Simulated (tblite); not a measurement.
# C$_{2}$H$_{13}$NOSi$_{3}$: geometry relaxation (part 1 of 3)

- system: C$_{2}$H$_{13}$NOSi$_{3}$
- method: GFN2-xTB geometry optimisation, gas phase (tblite 0.8.0)

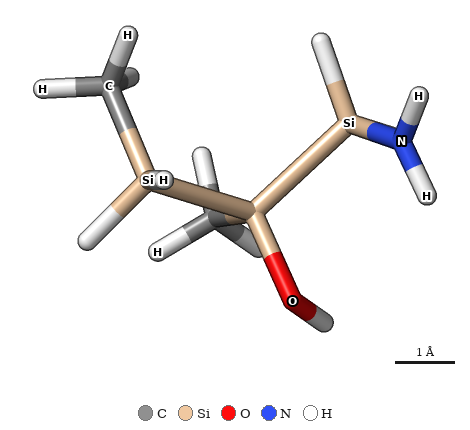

Figure 1. The starting structure (stick view, seen at a tilt).

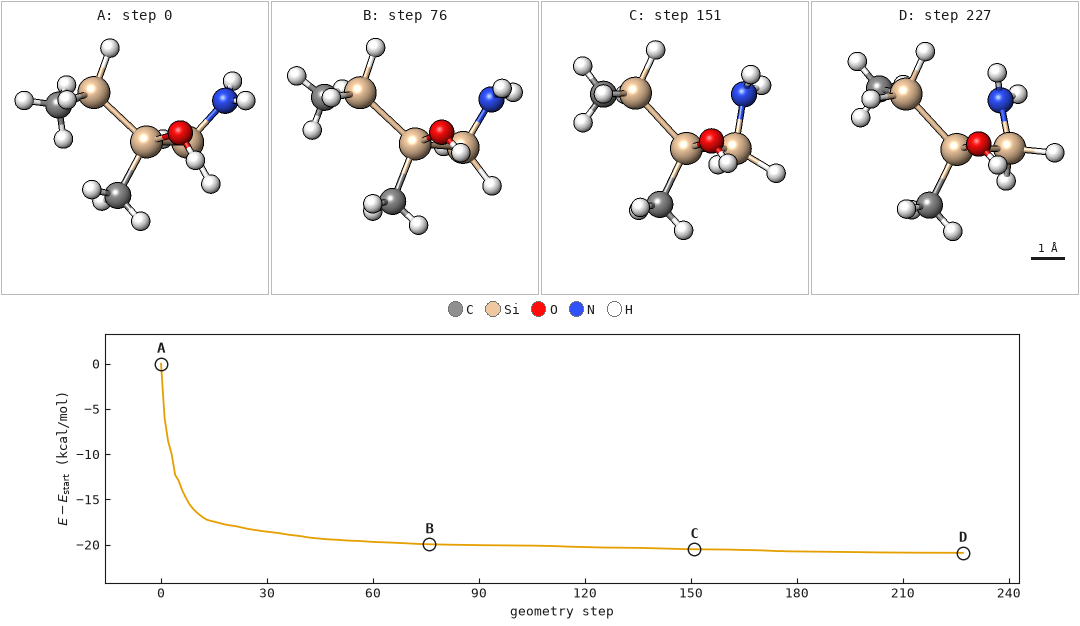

Figure 2. Frames of the relaxation (ball-and-stick view, seen at a tilt) above the curves, on which the letters mark them (steps are counted from 0).

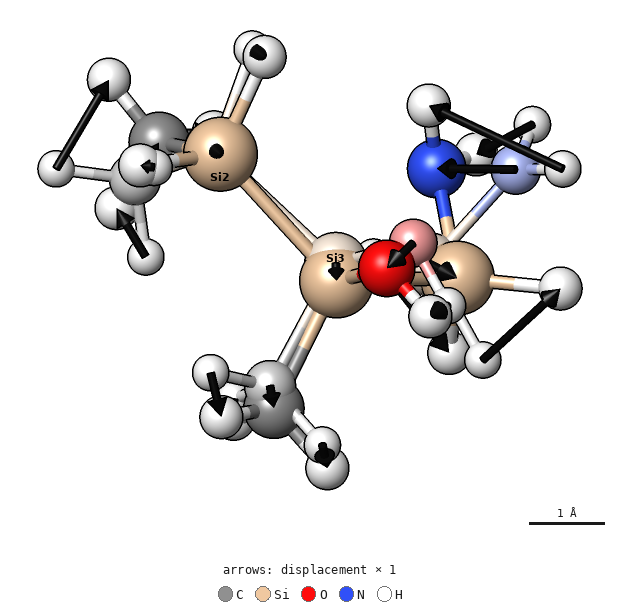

Figure 3. Start (faint) and end (solid) with the displacements as black arrows, at true length (ball-and-stick view, seen at a tilt). The two geometries are laid on each other by the best rigid fit. Over 227 geometry steps the energy falls by 20.9 kcal/mol. Largest force component: 1.8 eV/Å at the start, 0.008 eV/Å at the end. The largest move after the best rigid fit is that of H20, 2.25 Å. Largest moves by element: H 2.25 Å, N 1.30 Å, C 0.60 Å, O 0.56 Å, Si 0.50 Å. Among the contacts that change: Si2–Si3 2.232 → 2.324 Å, Si3–O5 1.718 → 1.649 Å, C1–Si2 1.849 → 1.902 Å, C4–H13 1.134 → 1.087 Å. Among the angles that change: Si3–O5–H16 108.0° → 122.7°, Si2–Si3–O5 111.1° → 99.6°, Si3–Si2–H12 105.8° → 116.5°. (Atoms are counted from 1 in the order of the input.)

The input and output of the run follow.

**Input**
```
{"job": {"kind": "relax", "xc": "GFN2-xTB", "basis": "xTB"}, "charge": 0, "multiplicity": 1}
C     -2.152500     1.573000    -0.215500
Si    -1.326500     0.697600     1.187900
Si     0.171400    -0.724500     0.341700
C     -0.817700    -1.861700    -0.785200
O      0.969200    -1.596700     1.588400
Si     1.752200     0.293000    -0.854400
N      2.928200     0.901400     0.269100
H     -2.017200     0.976100    -1.122200
H     -1.722100     2.566500    -0.388400
H     -3.245300     1.649300    -0.003600
H     -0.766400     1.596000     2.193200
H     -2.374200    -0.148300     1.825600
H     -1.738000    -2.125200    -0.176400
H     -0.223000    -2.756400    -1.053300
H     -1.129000    -1.245100    -1.652500
H      1.341600    -2.423100     1.194000
H      2.379300    -0.767900    -1.670100
H      1.233800     1.320800    -1.742500
H      3.325600     1.829700     0.148300
H      3.405600     0.256500     0.912800
```

The first line tells a small driver script what to run in tblite; the rest is the geometry in Å.

Run as:
```bash
OMP_NUM_THREADS=1 python <driver script> task.json out
```

**The program's output**
```
step      E/eV     max force
  0    -628.17841    1.996
  1    -628.43810    0.817
  2    -628.54934    0.673
  3    -628.61135    0.718
  4    -628.71129    0.511
  5    -628.73927    0.527
  6    -628.78556    0.516
  7    -628.81953    0.605
  8    -628.85029    0.461
  9    -628.87205    0.332
 10    -628.88946    0.298
 11    -628.90334    0.365
 12    -628.91632    0.397
 13    -628.92589    0.274
 14    -628.93113    0.136
 15    -628.93477    0.141
 16    -628.93909    0.226
 17    -628.94388    0.282
 18    -628.94828    0.235
 19    -628.95152    0.131
 20    -628.95386    0.130
 21    -628.95632    0.163
 22    -628.95978    0.224
 23    -628.96388    0.199
 24    -628.96768    0.164
 25    -628.97085    0.131
 26    -628.97346    0.116
 27    -628.97586    0.129
 28    -628.97851    0.136
 29    -628.98105    0.142
 30    -628.98300    0.103
 31    -628.98467    0.129
 32    -628.98642    0.108
 33    -628.98908    0.132
 34    -628.99189    0.133
 35    -628.99485    0.133
 36    -628.99735    0.100
 37    -628.99942    0.097
 38    -629.00131    0.106
 39    -629.00367    0.173
 40    -629.00558    0.185
 41    -629.00894    0.137
 42    -629.01141    0.131
 43    -629.01349    0.104
 44    -629.01470    0.091
 45    -629.01658    0.107
 46    -629.01818    0.100
 47    -629.01955    0.090
 48    -629.02039    0.070
 49    -629.02111    0.078
 50    -629.02203    0.093
 51    -629.02338    0.106
 52    -629.02484    0.101
 53    -629.02579    0.059
 54    -629.02632    0.081
 55    -629.02683    0.061
 56    -629.02763    0.070
 57    -629.02882    0.093
 58    -629.03031    0.111
 59    -629.03143    0.074
 60    -629.03215    0.066
 61    -629.03271    0.066
 62    -629.03340    0.084
 63    -629.03411    0.067
 64    -629.03473    0.059
 65    -629.03533    0.057
 66    -629.03597    0.098
 67    -629.03664    0.106
 68    -629.03739    0.084
 69    -629.03837    0.058
 70    -629.03933    0.082
 71    -629.04049    0.093
 72    -629.04144    0.076
 73    -629.04209    0.062
 74    -629.04260    0.076
 75    -629.04315    0.071
 76    -629.04374    0.076
 77    -629.04418    0.054
 78    -629.04439    0.070
 79    -629.04469    0.050
 80    -629.04500    0.044
 81    -629.04571    0.038
 82    -629.04601    0.036
 83    -629.04622    0.027
 84    -629.04639    0.026
 85    -629.04661    0.031
 86    -629.04685    0.031
 87    -629.04707    0.028
 88    -629.04725    0.037
 89    -629.04742    0.037
 90    -629.04765    0.038
 91    -629.04791    0.037
 92    -629.04811    0.028
 93    -629.04823    0.030
 94    -629.04831    0.027
 95    -629.04843    0.036
 96    -629.04861    0.042
 97    -629.04882    0.032
 98    -629.04898    0.028
 99    -629.04911    0.023
100    -629.04926    0.026
101    -629.04939    0.026
102    -629.04947    0.018
103    -629.04953    0.020
104    -629.04962    0.033
105    -629.04980    0.050
106    -629.05014    0.059
107    -629.05062    0.055
108    -629.05107    0.048
109    -629.05136    0.037
110    -629.05162    0.055
111    -629.05199    0.075
112    -629.05258    0.087
113    -629.05336    0.066
114    -629.05421    0.047
115    -629.05457    0.049
116    -629.05495    0.046
117    -629.05544    0.057
118    -629.05602    0.066
119    -629.05649    0.057
120    -629.05690    0.051
121    -629.05730    0.053
122    -629.05780    0.056
123    -629.05833    0.034
124    -629.05875    0.030
125    -629.05895    0.028
126    -629.05909    0.025
127    -629.05924    0.024
128    -629.05939    0.027
129    -629.05952    0.034
130    -629.05967    0.027
131    -629.05985    0.031
132    -629.06002    0.027
133    -629.06017    0.033
134    -629.06035    0.036
135    -629.06059    0.035
136    -629.06094    0.036
137    -629.06143    0.056
138    -629.06195    0.052
139    -629.06239    0.096
140    -629.06301    0.059
141    -629.06372    0.056
142    -629.06418    0.075
143    -629.06470    0.077
144    -629.06515    0.057
145    -629.06560    0.054
146    -629.06613    0.042
147    -629.06651    0.045
148    -629.06672    0.075
149    -629.06692    0.070
150    -629.06705    0.036
151    -629.06721    0.025
152    -629.06738    0.024
153    -629.06752    0.026
154    -629.06768    0.028
155    -629.06785    0.036
156    -629.06803    0.041
157    -629.06821    0.026
158    -629.06840    0.033
159    -629.06860    0.033
160    -629.06878    0.058
161    -629.06912    0.054
162    -629.06953    0.058
163    -629.07003    0.040
164    -629.07044    0.039
165    -629.07085    0.051
166    -629.07110    0.038
167    -629.07136    0.040
168    -629.07167    0.041
169    -629.07218    0.058
170    -629.07263    0.074
171    -629.07330    0.081
172    -629.07406    0.078
173    -629.07495    0.112
174    -629.07592    0.086
175    -629.07646    0.065
176    -629.07607    0.184
177    -629.07716    0.040
178    -629.07740    0.036
179    -629.07778    0.061
180    -629.07795    0.057
181    -629.07816    0.048
182    -629.07835    0.046
183    -629.07850    0.042
184    -629.07862    0.028
185    -629.07875    0.029
186    -629.07889    0.042
187    -629.07905    0.045
188    -629.07919    0.034
189    -629.07932    0.042
190    -629.07944    0.027
191    -629.07960    0.027
192    -629.07982    0.042
193    -629.08007    0.058
194    -629.08034    0.062
195    -629.08060    0.051
196    -629.08088    0.035
197    -629.08119    0.037
198    -629.08147    0.036
199    -629.08164    0.028
200    -629.08176    0.034
201    -629.08190    0.035
202    -629.08213    0.046
203    -629.08241    0.047
204    -629.08261    0.039
205    -629.08280    0.030
206    -629.08302    0.025
207    -629.08323    0.030
208    -629.08338    0.026
209    -629.08346    0.027
210    -629.08352    0.017
211    -629.08360    0.019
212    -629.08365    0.022
213    -629.08372    0.016
214    -629.08377    0.014
215    -629.08381    0.015
216    -629.08387    0.020
217    -629.08393    0.020
218    -629.08398    0.015
219    -629.08403    0.016
220    -629.08410    0.021
221    -629.08418    0.028
222    -629.08425    0.022
223    -629.08430    0.022
224    -629.08435    0.014
225    -629.08440    0.019
226    -629.08444    0.013
227    -629.08446    0.010
```

**Trajectory as extended XYZ (Å, eV, eV/Å), 24 of the 228 frames kept, from step=0 to step=227**
```
20
Properties=species:S:1:pos:R:3:forces:R:3 step=0 energy=-628.17841
C    -2.1525    1.5730   -0.2155   -0.9580   0.5440  -0.6280
Si   -1.3265    0.6976    1.1879   -0.3570  -0.5230   1.7590
Si    0.1714   -0.7245    0.3417    1.0490  -0.8260   1.4840
C    -0.8177   -1.8617   -0.7852   -0.8060  -0.2400   0.4990
O     0.9692   -1.5967    1.5884   -0.3430  -0.6850  -1.8050
Si    1.7522    0.2930   -0.8544    1.3490  -0.0600  -0.1000
N     2.9282    0.9014    0.2691   -0.1510  -0.0300  -0.1740
H    -2.0172    0.9761   -1.1222   -0.2280   0.3390   0.0590
H    -1.7221    2.5665   -0.3884   -0.3780  -0.3000  -0.0340
H    -3.2453    1.6493   -0.0036    0.8890   0.2280  -0.4190
H    -0.7664    1.5960    2.1932   -0.1550   0.2090   0.0910
H    -2.3742   -0.1483    1.8256    0.0100   0.3270   0.0890
H    -1.7380   -2.1252   -0.1764    0.9530  -0.1790  -1.1360
H    -0.2230   -2.7564   -1.0533   -0.8400   0.5020  -0.1850
H    -1.1290   -1.2451   -1.6525    0.1650  -0.9600   0.3610
H     1.3416   -2.4231    1.1940   -0.3720   1.0100   0.8780
H     2.3793   -0.7679   -1.6701    0.1980   0.1520  -0.3440
H     1.2338    1.3208   -1.7425    0.1850   0.2640  -0.0620
H     3.3256    1.8297    0.1483    0.1220  -0.7230   0.3000
H     3.4056    0.2565    0.9128   -0.3300   0.9510  -0.6340
20
Properties=species:S:1:pos:R:3:forces:R:3 step=10 energy=-628.88946
C    -2.1808    1.5790   -0.1892    0.0750  -0.0670   0.1280
Si   -1.3949    0.6725    1.3127    0.1300  -0.0960  -0.1430
Si    0.2030   -0.7585    0.3665   -0.0330   0.1530  -0.1930
C    -0.8448   -1.9030   -0.7790    0.1620   0.0990   0.1170
O     0.8858   -1.6865    1.5507   -0.0880   0.0420   0.0060
Si    1.8814    0.2317   -0.9286   -0.2130  -0.0450  -0.0090
N     2.8990    0.9734    0.2539   -0.0250  -0.0880  -0.0480
H    -2.0498    1.0082   -1.1055   -0.0170  -0.0010   0.0470
H    -1.7341    2.5544   -0.3585    0.0300  -0.0280   0.0610
H    -3.2468    1.7310   -0.0569   -0.0100   0.0290   0.0410
H    -0.8884    1.6839    2.2665   -0.1310  -0.1030  -0.0850
H    -2.4918   -0.0592    1.9858    0.0400   0.1310   0.0290
H    -1.7462   -2.2396   -0.2694    0.0710  -0.0150  -0.1090
H    -0.2909   -2.7848   -1.0979   -0.0930   0.0500  -0.0560
H    -1.1427   -1.3472   -1.6661   -0.0230  -0.1840   0.0470
H     1.3804   -2.4743    1.3351   -0.0590   0.0240   0.0390
H     2.5503   -0.7114   -1.8840    0.0210   0.2610   0.1420
H     1.3869    1.3665   -1.7297    0.1100  -0.1220   0.0440
H     3.4316    1.8147    0.1080    0.0000  -0.0880  -0.1740
H     3.3874    0.3599    0.8825    0.0510   0.0460   0.1150
20
Properties=species:S:1:pos:R:3:forces:R:3 step=20 energy=-628.95386
C    -2.1745    1.5687   -0.1662   -0.0310   0.0360   0.0310
Si   -1.3974    0.6441    1.3143    0.0450   0.0120  -0.0540
Si    0.1841   -0.7570    0.3280    0.0230   0.0740  -0.0250
C    -0.8341   -1.9256   -0.8060    0.0200  -0.0220  -0.0070
O     0.8140   -1.6582    1.5593   -0.0400   0.0300  -0.0330
Si    1.8792    0.2334   -0.9284   -0.0730  -0.0440   0.0270
N     2.8983    0.9653    0.2576   -0.0180   0.0710  -0.0430
H    -2.0769    1.0151   -1.0972   -0.0110   0.0200   0.0550
H    -1.7012    2.5347   -0.3102    0.0370  -0.0110  -0.0290
H    -3.2312    1.7557   -0.0099   -0.0350   0.0140   0.0100
H    -0.9348    1.6740    2.2610    0.0440  -0.0370  -0.0080
H    -2.5052   -0.0114    2.0351   -0.0110  -0.0500   0.0010
H    -1.7197   -2.2784   -0.2843   -0.0160  -0.0250  -0.0310
H    -0.2823   -2.8031   -1.1303    0.0690  -0.0370  -0.0010
H    -1.1643   -1.4117   -1.7032   -0.0280   0.0080   0.0070
H     1.3236   -2.4465    1.3888   -0.0300   0.0040   0.0330
H     2.6321   -0.6189   -1.8827   -0.0050  -0.0260   0.0140
H     1.4287    1.3761   -1.7403    0.0050  -0.0560   0.0620
H     3.4655    1.7451   -0.0254    0.1230   0.0280   0.0300
H     3.3911    0.4092    0.9370   -0.0680   0.0100  -0.0380
20
Properties=species:S:1:pos:R:3:forces:R:3 step=30 energy=-628.98300
C    -2.1926    1.5956   -0.1353   -0.0410   0.0510  -0.0150
Si   -1.4015    0.6349    1.3050    0.0210   0.0020  -0.0060
Si    0.1595   -0.7438    0.2865    0.0740   0.0190   0.0440
C    -0.8143   -1.9577   -0.8410    0.0320  -0.0310  -0.0190
O     0.7327   -1.6042    1.5725    0.0240  -0.0210  -0.0340
Si    1.8891    0.2452   -0.9241   -0.0980  -0.0310  -0.0010
N     2.9106    1.0303    0.2281    0.0160  -0.0260  -0.0390
H    -2.1439    1.0254   -1.0593   -0.0460   0.0490  -0.0090
H    -1.6745    2.5341   -0.3004    0.0390   0.0060  -0.0460
H    -3.2335    1.8368    0.0464   -0.0410   0.0020   0.0330
H    -0.8763    1.6200    2.2618    0.0030   0.0100   0.0340
H    -2.4854   -0.0485    2.0340   -0.0340  -0.0120   0.0150
H    -1.6797   -2.3589   -0.3189    0.0060   0.0130   0.0010
H    -0.2158   -2.8060   -1.1594    0.0800  -0.0530  -0.0140
H    -1.1748   -1.4741   -1.7431   -0.0090   0.0510   0.0100
H     1.2259   -2.4126    1.4604    0.0000  -0.0160   0.0170
H     2.6629   -0.6255   -1.8435   -0.0260  -0.0120  -0.0170
H     1.4035    1.3671   -1.7349    0.0170  -0.0030  -0.0640
H     3.6028    1.6856   -0.1034   -0.0410  -0.0680   0.0580
H     3.3003    0.4667    0.9657    0.0250   0.0710   0.0520
```
